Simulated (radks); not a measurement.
# Ge⁷⁺ in [Ar] 3d7: an all-electron calculation

Wanted: eigenvalues, radial structure and energy terms of the germanium ion Ge7+.

The numbers are computed with radks (a radial shooting solver on a logarithmic mesh, Libxc functionals) version 1 (Dirac Kohn-Sham, SOGGA, spin-unpolarised, spherical densities, finite nucleus; open shells fill j = l - 1/2 first), except any that are marked as measured or tabulated.

### Step 1. The atom as given

| Quantity | Value |
| --- | --- |
| element | germanium (Z = 32) |
| charge | +7 |
| electrons | 25 |
| configuration | [Ar] 3d7 |
| nuclear rms radius | 4.0742 fm |

In the logs a row gives level, spin channel, occupation and eigenvalue; Etot, Ekin, Encl (electron-nucleus), Eh (Hartree) and Exc are energies, all in hartree; err is the last residual, it the number of iterations.

### Step 2. The calculation

Settings of this run:

```text
Z 32
configuration [Ar] 3d7
relativity Dirac
functional sogga,pbe
spin unpolarised
j_filling energy
nucleus finite rms 4.0742 fm
c 137.035999084
```

Output:

```text
1s1/2   1   2.0000        -407.71919362
2s1/2   1   2.0000         -55.77289842
2p1/2   1   2.0000         -50.22012296
2p3/2   1   4.0000         -49.05035849
3s1/2   1   2.0000         -11.19788210
3p1/2   1   2.0000          -9.34582441
3p3/2   1   4.0000          -9.17404358
3d3/2   1   4.0000          -6.01425847
3d5/2   1   3.0000          -5.98719189
Etot -2080.2659759071425
Ekin 2124.9626244915735
Encl -4891.618561845366
Eh 759.7230598602162
Exc -73.33309841356669
err 3.939744077912709e-09
it 14
```

### Step 3. Orbitals and density

Radial moments (bohr):

```tsv
level	occupation	energy (eV)	<r>	outermost maximum (interpolated)	90 % within	nodes
1s1/2	2	-11094.6	0.04703	0.0307	0.0841	0
2s1/2	2	-1517.7	0.2098	0.176	0.325	1
2p1/2	2	-1366.6	0.1812	0.139	0.297	0
2p3/2	4	-1334.7	0.1848	0.142	0.302	0
3s1/2	2	-304.71	0.6060	0.536	0.899	2
3p1/2	2	-254.31	0.6121	0.528	0.930	1
3p3/2	4	-249.64	0.6210	0.536	0.943	1
3d3/2	4	-163.66	0.6284	0.477	1.02	0
3d5/2	3	-162.92	0.6313	0.479	1.02	0
```

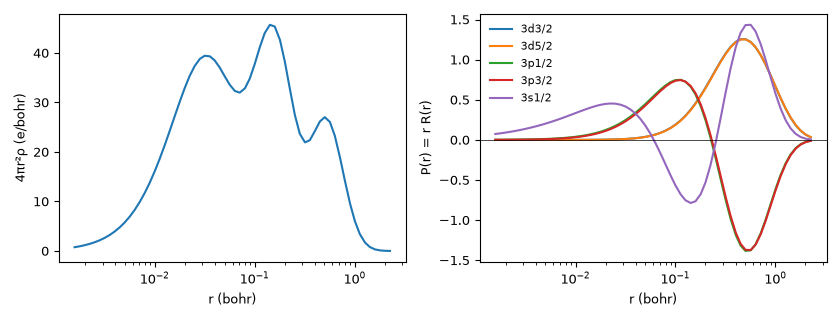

Left: shells in the radial density. Right: radial functions of the outer levels.

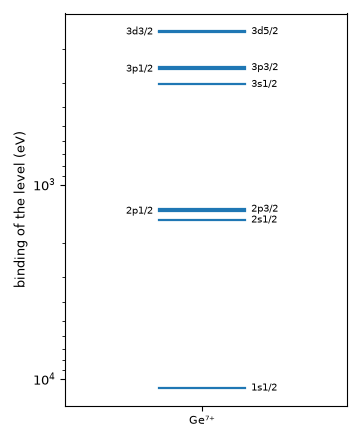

Level scheme on a logarithmic scale; filled levels blue, empty ones red.

Radial Coulomb (F) and exchange (G) integrals, eV:

```tsv
integral	shells	value
F0	3d5/2, 3d5/2	39.335
F2	3d5/2, 3d5/2	19.080
F4	3d5/2, 3d5/2	12.056
F0	3d5/2, 3d3/2	39.427
F2	3d5/2, 3d3/2	19.117
F4	3d5/2, 3d3/2	12.078
G0	3d5/2, 3d3/2	39.347
G2	3d5/2, 3d3/2	19.084
G4	3d5/2, 3d3/2	12.058
F0	3d5/2, 3p3/2	39.220
```

X-ray form factor f at sin θ/λ (1/Å): 0.05: 24.87, 0.15: 23.85, 0.25: 22.00, 0.4: 18.40, 0.6: 13.68, 1: 8.09, 1.5: 5.79.

### Step 4. What came out

```
                        quantity                    value
                    total energy      -2080.26598 hartree
exchange-correlation share of it                   3.53 %
                            −T/E                   1.0215
          highest occupied level        3d5/2, -162.92 eV
    most extended occupied level  3d5/2, <r> = 0.631 bohr
 radius at density 0.001 e/bohr³                1.96 bohr
    maxima of the radial density                        3
         ionisation energy, NIST          176 (theory) eV
```

**Reading.** 3 principal shells are occupied and 3 maxima appear in the radial density. −T/E is 1.021: with relativity the kinetic term as defined here no longer equals −E. Minus the highest eigenvalue, 162.92 eV, is 92 % of the tabulated ionisation energy (176 eV). Spin polarisation and multiplet splitting are left out.
